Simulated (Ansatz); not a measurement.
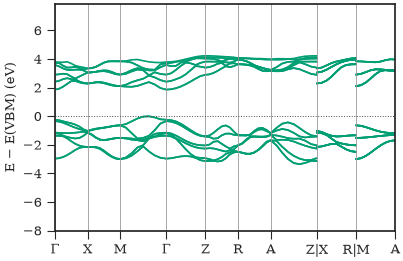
Figure. Band structure from r²SCAN with spin–orbit coupling in the plane-wave PAW code Ansatz

Question: Read off the gap and where the band edges lie.

Answer: About 1.9 eV (1.86 eV by a search for the band edges); maximum on the M–Γ line, 58 % of the way from M, minimum at Γ.

The material is LaN in space group P4/nmm (No. 129; La on 2c, N on 2a).

The workflow started from a Materials Project entry (that database holds measured and hypothetical structures alike); the Crystallography Open Database copy checked does not list it. COD files the formula under space group No. 225. Whether it is the stable phase at ambient conditions was not checked. Symmetry was held in the r²SCAN relaxation. At this level the phase is mechanically unstable.

Potentials: the later of the program's two PAW sets.
